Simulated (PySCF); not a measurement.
SMILES Cc1ccccc1N, singlet at its GFN2-xTB optimised geometry (Å):

```
17

C     -1.4278    -1.9687    -0.0117
C     -0.6697    -0.6728     0.0000
C     -1.3378     0.5398     0.0088
C     -0.6542     1.7442     0.0106
C      0.7290     1.7406     0.0023
C      1.4156     0.5424     0.0000
C      0.7335    -0.6728     0.0000
N      1.4411    -1.8613    -0.0743
H     -1.2310    -2.5454     0.8944
H     -2.4971    -1.7817    -0.0664
H     -1.1377    -2.5744    -0.8700
H     -2.4190     0.5411     0.0132
H     -1.1987     2.6764     0.0173
H      1.2766     2.6718     0.0024
H      2.4971     0.5354    -0.0039
H      0.9806    -2.6764     0.2960
H      2.4159    -1.7961     0.1736
```

Calculation: PBE/def2-SVP (PySCF). Cells within 0.4 Å of a nucleus heavier than hydrogen are left out (blank, or x).

Map of the electrostatic potential (hartree/e), clipped to [-0.08, 0.12] on the plane z = 0.0 Å:

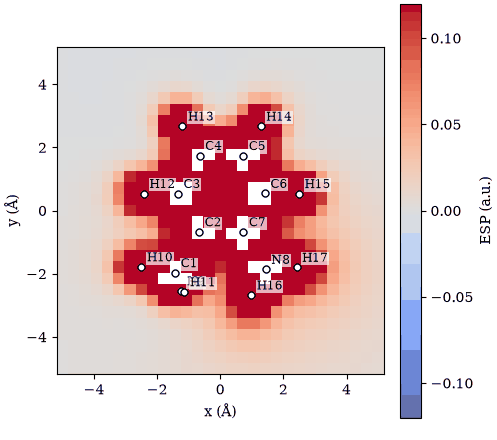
Electrostatic potential (hartree/e), clipped to [-0.08, 0.12] on the plane z = 0.0 Å.
